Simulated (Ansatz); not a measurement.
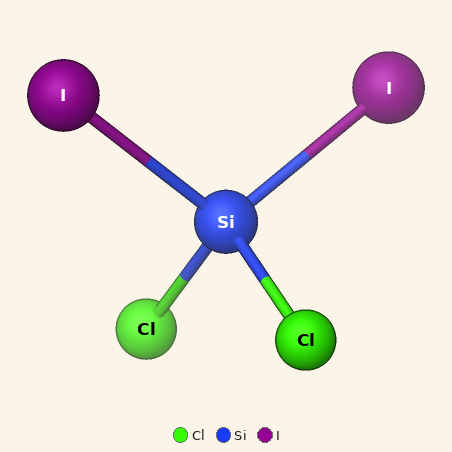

Orthographic view. Atoms fade into the background with distance from the viewer. The computed structure is the end point of a PBE0-D4/def2-TZVP optimisation.

Q: Give the standard InChI.

A: InChI=1S/Cl2I2Si/c1-5(2,3)4
